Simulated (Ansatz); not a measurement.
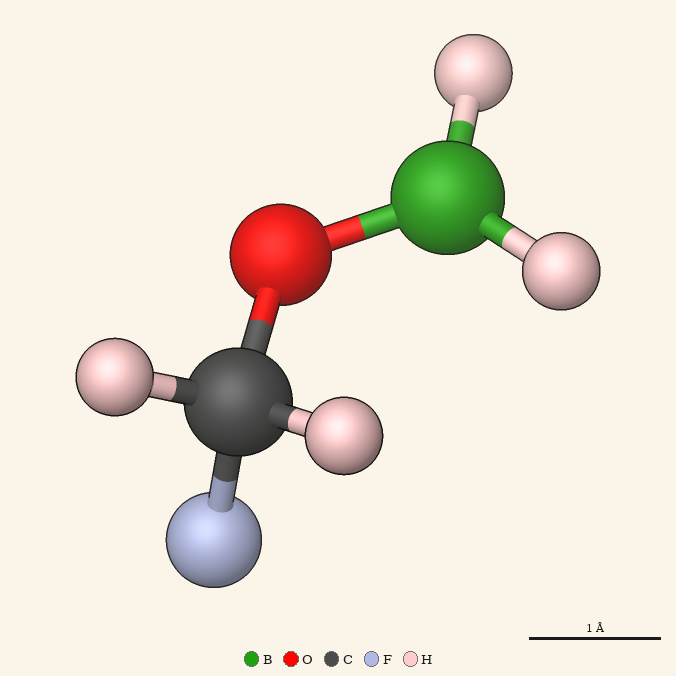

Rendered structure (ball-and-stick style). Every bond is drawn as one stick, whatever its order.

**What is the molecular formula?**

CH4BFO, 8 atoms: 1 carbon, 4 hydrogen, 1 boron, 1 fluorine and 1 oxygen.

**Count the bonded pairs by element.**

2 B–H, 2 C–H, 1 B–O, 1 C–O, 1 C–F.

**Write the SMILES.**

BOCF

**How many sets of symmetry-equivalent atoms are there?**

8: 1 B, 1 O, 1 C, 1 F, 1 H, 1 H, 1 H, 1 H.

The parts below concern this one geometry. Atoms keep their numbers from picture to picture. Computed geometry: PBE0-D4/def2-TZVP optimisation.

**Shape**

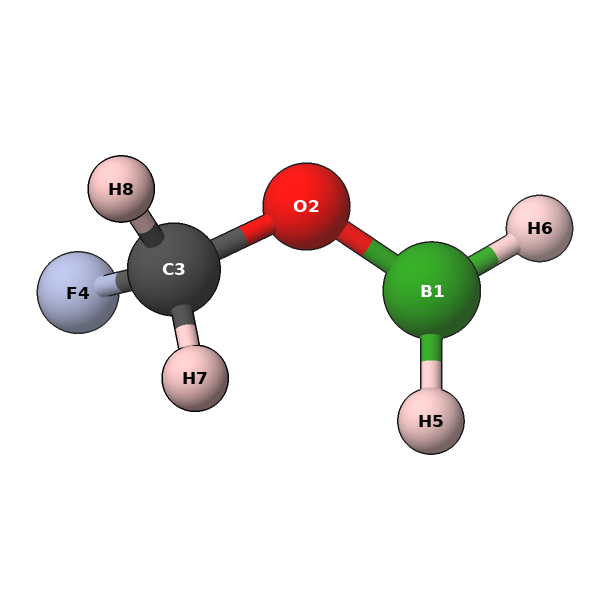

Numbered structure.

Estimate the angles O2–B1–H5, O2–B1–H6, H5–B1–H6, B1–O2–C3, O2–C3–F4, O2–C3–H7, O2–C3–H8, F4–C3–H7, F4–C3–H8, H7–C3–H8.

```
   angle  degrees
O2–B1–H5    119.7
O2–B1–H6    116.8
H5–B1–H6    123.5
B1–O2–C3    121.2
O2–C3–F4    108.8
O2–C3–H7    111.1
O2–C3–H8    108.4
F4–C3–H7    108.1
F4–C3–H8    108.1
H7–C3–H8    112.2
```

**Charges**

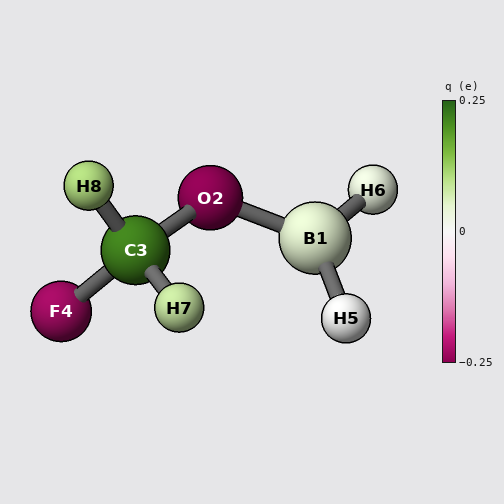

Atoms are coloured by their Mulliken charges. Method: RKS B3LYP-D4/def2-TZVPP (Ansatz 0.2.0).

List the Mulliken charges.

```csv
atom,value (e)
B1,0.05
O2,−0.24
C3,0.21
F4,−0.22
H5,0.00
H6,0.03
H7,0.08
H8,0.10
```

**Vibrations**

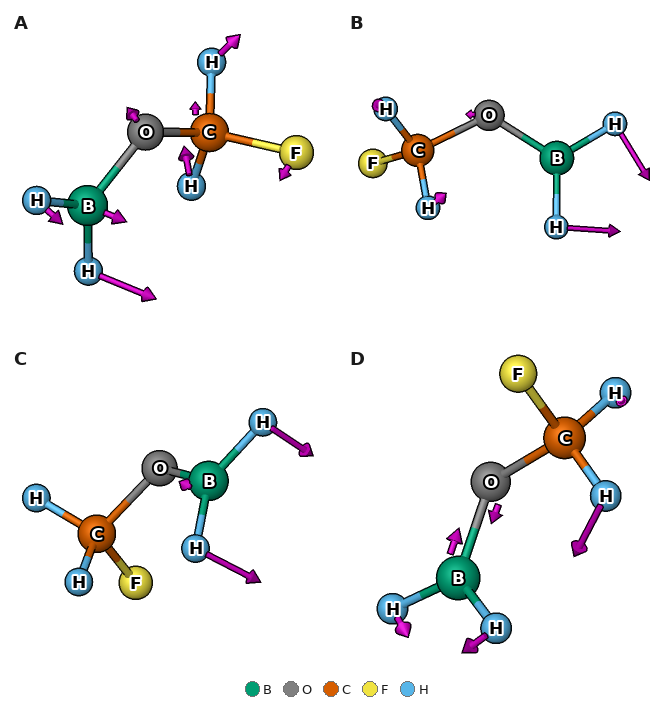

4 normal modes of one molecule or complex, as arrows. Harmonic vibrations computed with RKS PBE0-D4/def2-TZVP (Ansatz 0.2.0) at a stationary point of the same level.

**Match the panels to the wavenumbers 80 cm⁻¹, 1046 cm⁻¹, 1231 cm⁻¹, 1381 cm⁻¹.**

A: 80 cm⁻¹, a torsion or out-of-plane motion in which bond lengths and bond angles hardly change
B: 1231 cm⁻¹
C: 1046 cm⁻¹, a torsion or out-of-plane motion in which bond lengths and bond angles hardly change
D: 1381 cm⁻¹

**Dipole moment**

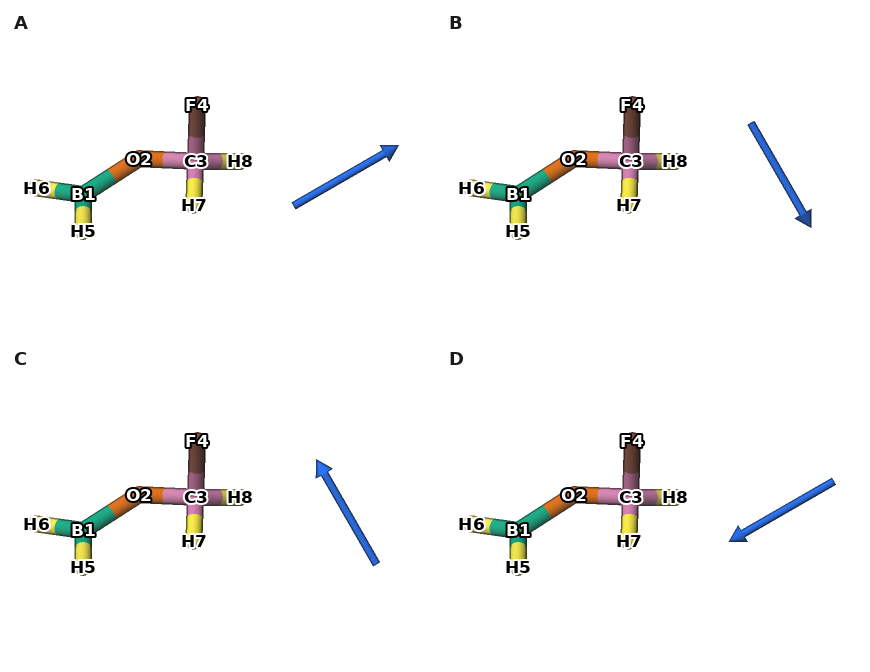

The same molecule four times, each with an arrow. Level of theory: RKS r2SCAN-D4/def2-TZVPP (Ansatz 0.2.0).

**Which arrow points along the dipole moment, from the negative to the positive end?**

B. The dipole moment is 1.65 D; it points from the side of F4, H6 to the side of H7 (the outermost atoms at the two ends).

**Thermal motion**

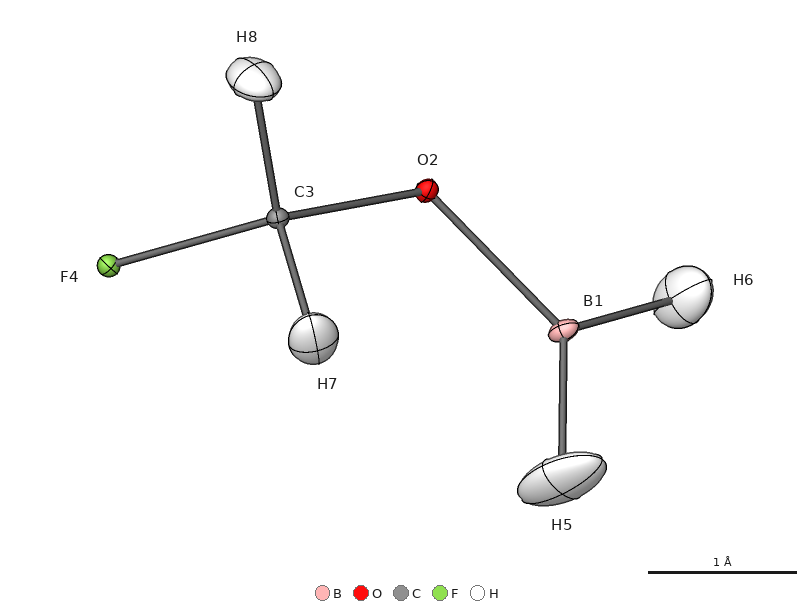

Displacement ellipsoids at the 50 % level, from the internal vibrations of the free molecule (harmonic, no overall translation or rotation; no half-axis is drawn under 0.075 Å). Vibrations computed with RKS PBE0-D4/def2-TZVP (Ansatz 0.2.0). Temperature: 0 K (zero-point motion alone).

**Which atom has the largest mean-square displacement?**

H5, with U_eq = 0.0253 Å².

**Does H5 move more along its bond or across it?**

Across it: the root-mean-square amplitude is 0.081 Å along the bond and up to 0.228 Å across, since bending and torsion are softer than stretching.

List U_eq and the three principal root-mean-square amplitudes for each kind of atom.

```csv
atom,U_eq (Å²),rms amplitudes (Å)
B1,0.0024,"0.025, 0.035, 0.073"
O2,0.0018,"0.027, 0.033, 0.059"
C3,0.0014,"0.031, 0.032, 0.047"
F4,0.0012,"0.016, 0.026, 0.053"
H5,0.0253,"0.081, 0.133, 0.228"
H6,0.0184,"0.087, 0.127, 0.178"
H7,0.0132,"0.078, 0.112, 0.145"
H8,0.0126,"0.081, 0.111, 0.138"
```

Mulliken values depend strongly on the basis set and can even reverse the polarity of a bond.
